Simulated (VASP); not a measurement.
Band structure of GaN (space group F-43m). Method: PBE GGA, VASP's PBE PAW potentials (set 64) (plane waves; VASP 6.6.1).

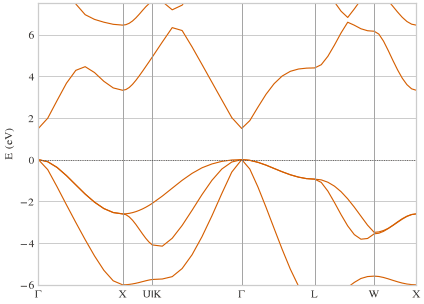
Figure: Bands along high-symmetry lines, zero at the valence-band maximum or, without a gap, the Fermi level

Read the plot: is there a gap, and where are the band edges?

The gap is direct, 1.50 eV, from the valence maximum at Γ to the conduction minimum at Γ.

The structure comes from a computed database's GaN entry; how it stands against other phases isn't given here. The cell was not relaxed at this level.
